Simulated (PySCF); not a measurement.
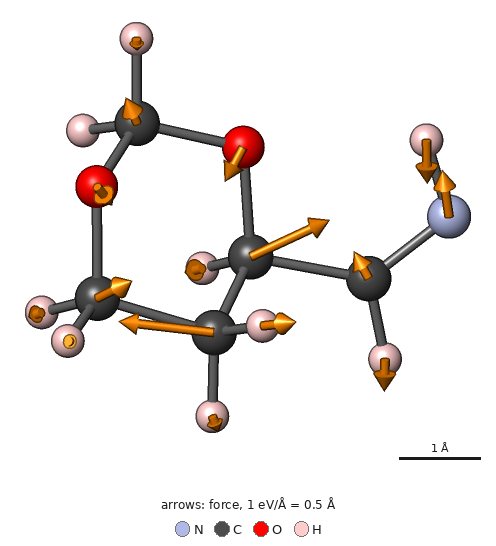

Starting geometry of C₅H₉NO₂ with the computed forces as orange arrows. The picture is a ball-and-stick view, seen at a tilt.

The start comes from GFN2-xTB. Its atoms were then displaced at random by about 0.01 Å.

These are results of PBE0-D3(BJ)/def2-SVP geometry optimisation, gas phase in PySCF 2.14.0, density-fitted response routines, not measurements. 

> What follows when this structure is relaxed?

It isn't relaxed: the largest force vector, on a C atom, is 2.40 eV/Å. The final displacements follow the starting forces only in part (cosine between the two patterns 0.39). The energy falls by 0.177 eV in 7 geometry steps. The atom that moves furthest after the best rigid fit is an H atom (0.13 Å). Largest moves by element: H 0.13 Å, N 0.07 Å, C 0.05 Å, O 0.03 Å. Some distances before and after: C–C 1.559 → 1.521 Å, C–H 1.071 → 1.102 Å, H–N 1.058 → 1.029 Å, C–C 1.501 → 1.528 Å. Bond angles that change, for instance: C–C–H 112.2° → 108.6°, C–N–H 111.6° → 108.3°, N–C–C 128.9° → 126.0°. Cost: 68 s on 1 thread of Intel(R) Xeon(R) 6975P-C (shared host).
